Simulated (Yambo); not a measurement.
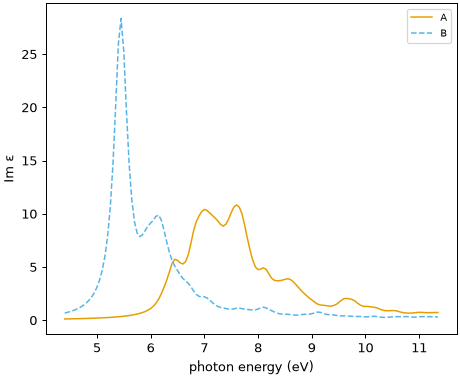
Two computed absorption spectra of BN (space group P6_3/mmc, No. 194) (Yambo, PBEsol bands with the same scissor, field along x)

Axes are Cartesian, with cell vectors (Å) (2.51, 0.00, 0.00), (-1.25, 2.17, 0.00), (0.00, 0.00, 6.61).

Which curve includes the electron-hole attraction (BSE), and where are its main peaks?

Curve B: the attraction moves weight to lower energy (centre of the plotted range 6.1 eV against 7.7 eV). Its peaks lie at 5.5 eV, 6.2 eV. Settings: 12×12×4 mesh, 5 valence and 2 conduction bands, static screening with 23 bands and a 4 Ry block, scissor 1.66 eV, Tamm-Dancoff. The scissor comes from a G0W0 run whose convergence isn't established. Broadening 0.15 eV. The band window holds all transitions up to 11.4 eV. Fine structure above the onset can come from the mesh.

Geometry relaxed with PBE+D3(BJ); primitive cell a = 2.5054 Å, b = 2.5054 Å, c = 6.6103 Å, α = 90.00°, β = 90.00°, γ = 120.00°.
